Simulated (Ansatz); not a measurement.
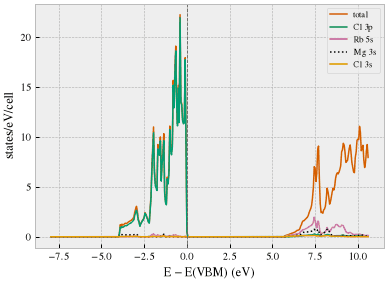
Total and projected density of states of Rb₂MgCl₄ in space group I4/mmm (No. 139; Rb on 4e, Mg on 2a, Cl on 4e, Cl on 4c), the program Ansatz at the r²SCAN level (PAW)

Which orbitals carry the states next to the gap?

Top 1 eV of the valence band: Cl 3p 98 %. Bottom 1 eV of the conduction band: Rb 5s 52 %, Mg 3s 19 %, Cl 3s 15 %, Cl 3p 6 %, outside the projected shells 7 %. Projections are on Löwdin-orthogonalised atomic valence shells; empty p or d shells of many metals are not among them.

Where is the tallest occupied peak in this window, and what makes it?

Near -0.4 eV, about 22 states/eV per cell; the largest projected share is Cl 3p.

The workflow started from a Materials Project entry (that database holds measured and hypothetical structures alike); the Crystallography Open Database copy checked does not list it. Whether it is the stable phase at ambient conditions was not checked. The cell was relaxed with r²SCAN under the symmetry of its start; its stability against distortions is not shown here. Scalar-relativistic: spin–orbit coupling is off unless named, which matters more the heavier the elements.

Potentials: the later of the program's two PAW sets.
